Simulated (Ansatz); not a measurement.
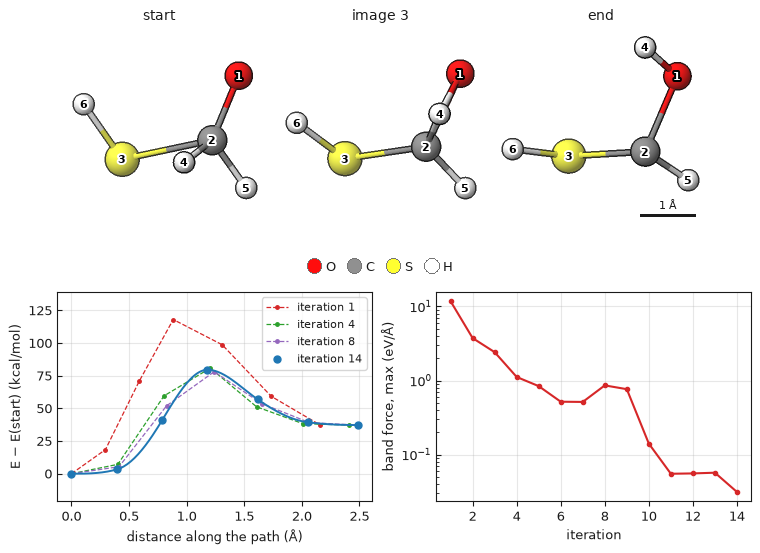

A nudged-elastic-band calculation for CH3OS (charge −1). Images are numbered from 0 (start) to 6 (end). The plot follows the band through its iterations. Style: ball-and-stick. Shown at a tilt.

All numbers below come from RKS r2SCAN/STO-3G (Ansatz 0.2.0).

Input
```yaml
crystal:
  periodic: [false, false, false]
  atoms:
    - { symbol: O, position_ang: [0.646022, 0.0659, -1.457401] }
    - { symbol: C, position_ang: [0.0466, -0.452765, -0.438786] }
    - { symbol: S, position_ang: [-0.805725, 0.93335, 0.987699] }
    - { symbol: H, position_ang: [0.650455, -1.053785, 0.334858] }
    - { symbol: H, position_ang: [-0.924256, -1.055086, -0.581329] }
    - { symbol: H, position_ang: [0.386914, 1.562376, 1.154959] }
total_charge: -1
basis:
  gaussian: { orbitals: STO-3G }
hamiltonian:
  xc: r2scan
neb:
  order_check: false
  images: 5
  f_tol: 0.05
  max_iterations: 60
  final_atoms:
    - { symbol: O, position_ang: [0.67786334, -0.5942689, -1.05751674] }
    - { symbol: C, position_ang: [-0.3434861, -0.62391719, 0.07163205] }
    - { symbol: S, position_ang: [-0.67515982, 1.27770579, 0.47967429] }
    - { symbol: H, position_ang: [1.55664778, -0.60760365, -0.51492321] }
    - { symbol: H, position_ang: [-1.26321972, -0.73376449, -0.61961445] }
    - { symbol: H, position_ang: [0.04736453, 1.28183844, 1.64074805] }
  initial_path:
    images:
      - { positions_ang: [[0.646022, 0.0659, -1.457401], [0.0466, -0.452765, -0.438786], [-0.805725, 0.93335, 0.987699], [0.650455, -1.053785, 0.334858], [-0.924256, -1.055086, -0.581329], [0.386914, 1.562376, 1.154959]] }
      - { positions_ang: [[0.67853603, -0.01890811, -1.32994462], [-0.0110291, -0.49151762, -0.38379548], [-0.83172778, 0.95670113, 0.97910769], [0.79418218, -1.00770203, 0.19319984], [-0.99446671, -0.99108383, -0.60273557], [0.36451538, 1.55250046, 1.14416813]] }
      - { positions_ang: [[0.71105007, -0.10371623, -1.20248824], [-0.0686582, -0.53027024, -0.32880496], [-0.85773056, 0.98005227, 0.97051639], [0.93790936, -0.96161906, 0.05154169], [-1.06467742, -0.92708166, -0.62414214], [0.34211676, 1.54262492, 1.13337727]] }
      - { positions_ang: [[0.7435641, -0.18852434, -1.07503185], [-0.12628731, -0.56902286, -0.27381444], [-0.88373334, 1.0034034, 0.96192508], [1.08163654, -0.91553609, -0.09011647], [-1.13488814, -0.86307949, -0.64554871], [0.31971814, 1.53274938, 1.1225864]] }
      - { positions_ang: [[0.72166385, -0.32377253, -1.06919348], [-0.1986869, -0.58732097, -0.15866561], [-0.81420883, 1.09483753, 0.80117481], [1.23997362, -0.81289195, -0.23171872], [-1.17766533, -0.81997449, -0.63690396], [0.2289336, 1.4491124, 1.29530695]] }
      - { positions_ang: [[0.69976359, -0.45902071, -1.06335511], [-0.2710865, -0.60561908, -0.04351678], [-0.74468433, 1.18627166, 0.64042455], [1.3983107, -0.7102478, -0.37332096], [-1.22044252, -0.77686949, -0.6282592], [0.13814907, 1.36547542, 1.4680275]] }
      - { positions_ang: [[0.67786334, -0.5942689, -1.05751674], [-0.3434861, -0.62391719, 0.07163205], [-0.67515982, 1.27770579, 0.47967429], [1.55664778, -0.60760365, -0.51492321], [-1.26321972, -0.73376449, -0.61961445], [0.04736453, 1.28183844, 1.64074805]] }
```

Command:
```bash
ansatz run input.yaml --threads 1 --pin off --max-ram 2048MiB --backend cpu --events-out ev --progress --plain --runs-dir out
```

Question: Did the band converge, and can the barrier be trusted?

Answer: The result is final at these settings. The band converged in 14 iterations. The largest component of the band force went from 12 to 0.031 eV/Å. The climbing image converged on the top of the path. Its vibrational analysis gives one imaginary mode (1613i cm⁻¹), as a transition state must have. The first iteration put the highest image at 118.1 kcal/mol. The highest point, image 3, lies 79.6 kcal/mol above the start and 42.3 kcal/mol above the end; the end is at +37.3 kcal/mol relative to the start.

Limits of the set-up: STO-3G is a minimal basis, so the numbers are rough.

The run took 95 s on 1 thread of Arm Neoverse V1, on a shared host, peak memory 0.095 GiB.
